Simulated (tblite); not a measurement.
```xyz
19
charge 0, multiplicity 1
N     3.6958    0.1706   -0.5028
Si    2.2659   -0.7818   -0.3541
N     1.0422    0.4346   -0.2631
C    -0.3109    0.2882   -0.0702
C    -0.8950   -0.9723    0.0535
C    -2.2573   -1.0995    0.2383
C    -3.0684    0.0213    0.3083
C    -2.4980    1.2774    0.1910
C    -1.1368    1.4125    0.0035
H     3.7481    0.8436   -1.2511
H     4.5746   -0.3136   -0.4332
H     2.4310   -1.5368    0.8891
H     1.9665   -1.6769   -1.4833
H     1.3385    1.3994   -0.2708
H    -0.2658   -1.8470    0.0075
H    -2.6916   -2.0846    0.3313
H    -4.1327   -0.0844    0.4545
H    -3.1180    2.1606    0.2462
H    -0.6982    2.3978   -0.0868
```

Describe the molecule in this file.

The molecule is C₆H₁₀N₂Si. As SMILES it reads `N[SiH2]Nc1ccccc1`. Independent rings (smallest set): 1 of 6 members, 1 of them aromatic. Among its groups: Si–H bond, Si–N bond. Coordination, clear cases only: 1 Si tetrahedral; 1 N trigonal planar; 6 C trigonal planar.

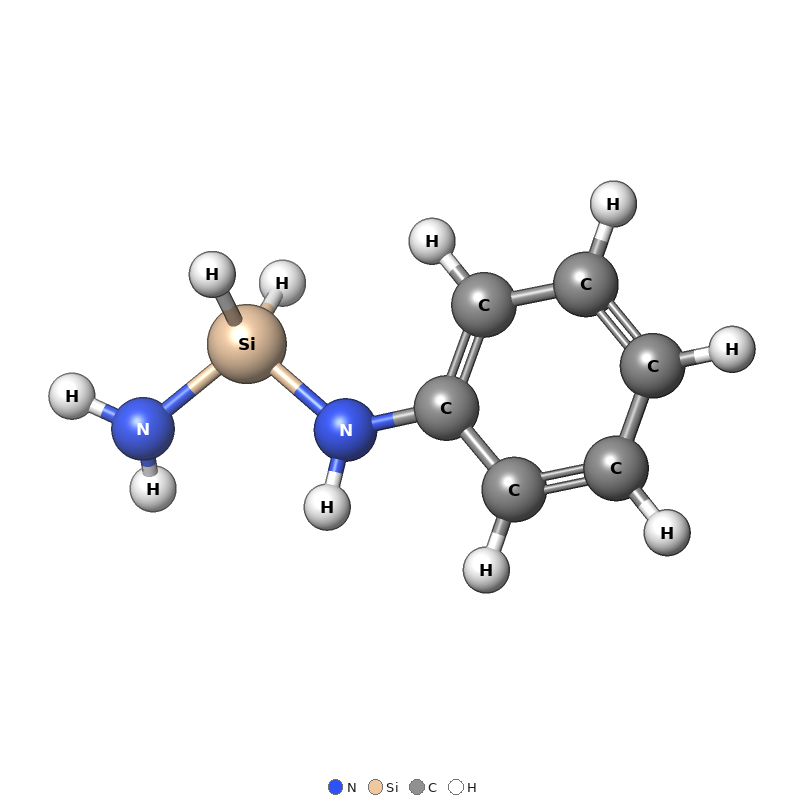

Source: calculation with tblite.
